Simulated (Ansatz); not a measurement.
Input file:

```
crystal:
  lattice:
    - [3.2513494097, 0.0, 0.0]
    - [0.0, 5.157707621, 0.0]
    - [0.0, 0.0, 7.0512537173]
  atoms:
    - { symbol: Ga, position: [0.5, 0.2819911264, 0.5356931824] }
    - { symbol: Ga, position: [0.5, 0.7180088736, 0.0356931824] }
    - { symbol: P, position: [0.0, 0.6686307865, 0.5221079599] }
    - { symbol: P, position: [0.0, 0.3313692135, 0.0221079599] }
    - { symbol: P, position: [0.5, 0.8610392961, 0.6929794559] }
    - { symbol: P, position: [0.5, 0.1389607039, 0.1929794559] }
basis:
  ecutwfc: 420
kpoints:
  mp_grid: { grid: [12, 8, 6] }
  band_path:
    path:
      - [[0.0, 0.0, 0.0], [0.5, 0.0, 0.0], [0.5, 0.5, 0.0], [0.0, 0.5, 0.0], [0.0, 0.0, 0.0], [0.0, 0.0, 0.5], [0.5, 0.0, 0.5], [0.5, 0.5, 0.5], [0.0, 0.5, 0.5], [0.0, 0.0, 0.5]]
      - [[0.5, 0.0, 0.0], [0.5, 0.0, 0.5]]
      - [[0.0, 0.5, 0.0], [0.0, 0.5, 0.5]]
      - [[0.5, 0.5, 0.0], [0.5, 0.5, 0.5]]
    npoints: 14
hamiltonian:
  xc: pbe
scf:
  occupations: { method: gaussian, width: 0.1 }
  n_extra_bands: 15
output:
  forces: true
  stress: true
  eigenvalues: true
  populations: true
  dos: { projected: true, de: 0.02, nscf_kmesh: { grid: [15, 10, 8] } }
  bader: true
  write_density: true
  write_potential: true
  elf: true
  volumetric_format: npy
```

Command:

```sh
ansatz run input.yaml --threads 1 --pin off --max-ram 2560MiB --backend cpu --events-out ev --progress --plain --runs-dir out
```

Below, planes, directions and counts refer to the conventional cell (a = 3.25 Å, b = 5.16 Å, c = 7.05 Å, α = 90.00°, β = 90.00°, γ = 90.00°).

Space group Pmc2₁; a structure generated by program, which may or may not match a known phase.

The calculation used Ansatz, DFT PBE, scalar-relativistic, plane waves, PAW.

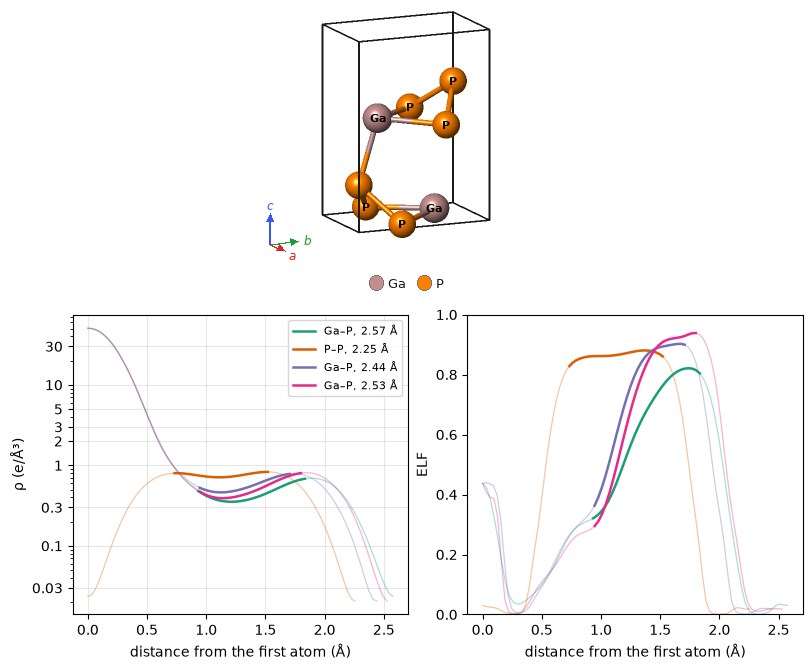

GaP2. Valence pseudo-density and ELF along straight lines between neighbouring atoms. Thin, pale parts lie inside the atomic spheres. The structure is drawn too.

In a PAW calculation such maps are meaningful between the atoms, not at the nuclei.

What can be read from the curves?

Answer. Ga–P (2.57 Å): ρ is about 0.36 e/Å³ halfway; the ELF peaks at about 0.80 in the valence shell of P, 0.8 Å from its nucleus, and is about 0.60 at the midpoint.
P–P (2.25 Å): ρ is about 0.71 e/Å³ halfway; the ELF peaks at about 0.90 between the atoms.
Ga–P (2.44 Å): ρ at the midpoint is about 0.48 e/Å³; the ELF peaks at about 0.90 in the valence shell of P, 0.8 Å from its nucleus, and is about 0.75 at the midpoint.
Ga–P (2.53 Å): ρ is about 0.41 e/Å³ halfway; the ELF peaks at about 0.95 in the valence shell of P, 0.7 Å from its nucleus, and is about 0.70 at the midpoint.
